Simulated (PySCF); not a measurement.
# C₂H₇ClOSi₂: circular dichroism and optical rotation

What do calculations give for the circular dichroism and optical rotation of C₂H₇ClOSi₂ (`O[SiH2][Si@H]1C[C@@H]1Cl`)?

Programs: PySCF 2.14.0, with routines of our own; each step states its level. All values are computed. Atoms count from 0.

## 1. The starting structure

13 atoms, charge 0, multiplicity 1; geometry from: GFN2-xTB.

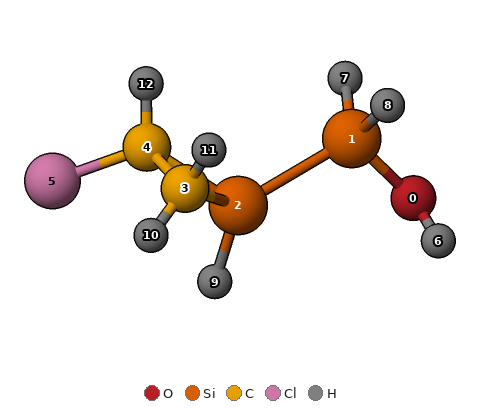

The starting geometry (oxygen red, silicon orange, carbon amber, chlorine pink, hydrogen grey).

## 2. Circular dichroism and optical rotation: TDDFT BHandHLYP/def2-SVPD

Job settings and geometry (Å):

```
{"job": {"kind": "ecd", "xc": "BHandHLYP", "basis": "def2-SVPD", "nstates": 12}, "charge": 0, "multiplicity": 1}
O      2.689180    -0.720324    -1.440705
Si     1.923256    -0.089567    -0.152834
Si    -0.327114    -0.015526    -0.590707
C     -1.580258    -0.466911     0.762658
C     -1.446704     1.027020     0.544993
Cl    -2.874429     1.843266    -0.093448
H      2.616008    -1.629624    -1.713108
H      2.586025     1.206990    -0.064059
H      2.222450    -0.896682     1.038424
H     -0.962941    -0.151723    -1.902986
H     -2.535189    -0.889948     0.486753
H     -1.257863    -0.820364     1.732962
H     -1.056810     1.603878     1.374328
```

Level: TDDFT BHandHLYP/def2-SVPD circular dichroism and optical rotation, one conformer, gas phase.

On the command line:

```
> OMP_NUM_THREADS=1 python excited_run.py task.json out
```

One launch serves the whole session: the jobs run in the order shown.

Log:

```text
coarse grid: 12472 points
cycle   1  E = -1194.1115296152  dE =  6.905e-01  |g| = 6.624e-01  |ddm| = 4.445e+00
cycle   2  E = -1194.0879827250  dE =  2.355e-02  |g| = 7.839e-01  |ddm| = 1.674e+00
cycle   3  E = -1194.2087807421  dE = -1.208e-01  |g| = 6.039e-02  |ddm| = 8.389e-01
cycle   4  E = -1194.2095120359  dE = -7.313e-04  |g| = 2.701e-02  |ddm| = 1.247e-01
cycle   5  E = -1194.2097154132  dE = -2.034e-04  |g| = 6.175e-03  |ddm| = 4.768e-02
cycle   6  E = -1194.2097259494  dE = -1.054e-05  |g| = 1.893e-03  |ddm| = 1.305e-02
cycle   7  E = -1194.2097269703  dE = -1.021e-06  |g| = 5.845e-04  |ddm| = 3.948e-03
final grid: 106832 points
cycle   8  E = -1194.3075350765  dE = -1.120e-05  |g| = 1.521e-03  |ddm| = 3.822e-02
cycle   9  E = -1194.3075352511  dE = -1.746e-07  |g| = 1.373e-03  |ddm| = 5.491e-03
cycle  10  E = -1194.3075357363  dE = -4.852e-07  |g| = 2.024e-04  |ddm| = 2.002e-03
cycle  11  E = -1194.3075357472  dE = -1.087e-08  |g| = 1.084e-04  |ddm| = 5.149e-04
cycle  12  E = -1194.3075357507  dE = -3.510e-09  |g| = 2.025e-05  |ddm| = 2.060e-04
cycle  13  E = -1194.3075357508  dE = -1.216e-10  |g| = 6.200e-06  |ddm| = 4.372e-05
converged SCF energy = -1194.3075357508

Singlet excitations and rotatory strengths (1e-40 esu^2 cm^2)
state   eV       nm     f(len)   f(vel)    R(len)    R(vel)   main configurations
  1   5.1031   243.0  0.05911  0.06430    14.026    14.296   H->L 0.85
  2   5.7980   213.8  0.13095  0.13975    31.749    33.101   H->L+1 0.60, H-1->L 0.29
  3   5.8273   212.8  0.06649  0.07019    -2.739    -2.869   H-1->L 0.54, H->L+1 0.29
  4   6.4210   193.1  0.00363  0.00444    -1.531    -1.470   H->L+4 0.55, H->L+2 0.14, H->L+5 0.09
  5   6.6091   187.6  0.05770  0.06253   -51.418   -54.919   H-1->L+1 0.64, H-2->L 0.11
  6   6.8563   180.8  0.02461  0.02870    16.303    17.886   H-2->L 0.38, H-1->L+1 0.14, H-3->L 0.09
  7   6.8745   180.4  0.00297  0.00391     2.194     2.856   H->L+2 0.52, H->L+4 0.16, H-2->L 0.11
  8   7.1150   174.3  0.01245  0.01436   -18.916   -19.799   H->L+3 0.77
  9   7.3945   167.7  0.00651  0.00737    -8.278    -8.849   H-1->L+4 0.31, H-3->L 0.23
 10   7.4818   165.7  0.01245  0.01335   -54.946   -57.226   H-2->L+1 0.23, H-3->L 0.18, H-4->L 0.10
 11   7.5676   163.8  0.01571  0.01685    32.582    33.628   H-2->L+1 0.31, H-3->L+1 0.13, H->L+6 0.13
 12   7.6838   161.4  0.00650  0.00638    20.884    20.529   H-4->L 0.51, H-1->L+4 0.13, H-1->L+2 0.08

Specific rotation (deg / (dm g/mL))
    nm     length   length(OI)   velocity    alpha(len)  alpha(vel)
  633.0     163.67     162.45     162.87       99.153    101.249
  589.3     195.31     193.84     194.47       99.700    101.821
  546.0     237.45     235.63     236.58      100.394    102.545
  436.0     447.94     444.28     447.56      103.391    105.679
  405.0     567.43     562.67     567.67      104.832    107.188
  365.0     822.81     815.63     825.00      107.482    109.969
  355.0     917.88     909.77     920.97      108.354    110.885
```

Wall time 57 s (1 thread of Arm Neoverse V2, shared host); peak memory 0.9 GiB.

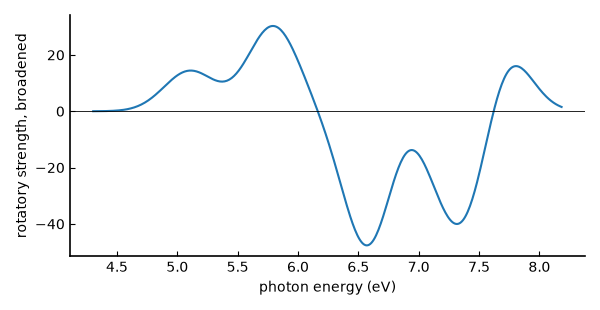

Circular dichroism: velocity-form rotatory strengths under Gaussians of 0.3 eV half-width at 1/e.

## 3. Outcome

| quantity | value |
| --- | --- |
| state of largest rotatory strength (velocity form) among 12 (step 2, TDDFT BHandHLYP/def2-SVPD) | 7.48 eV, R = -57.2 (velocity), -54.9 (length) ·10⁻⁴⁰ esu² cm² |
| specific rotation at 633.0 nm (step 2, TDDFT BHandHLYP/def2-SVPD) | 162.9 (velocity), 163.7 (length) |

In words: Rotations belong to one conformer.
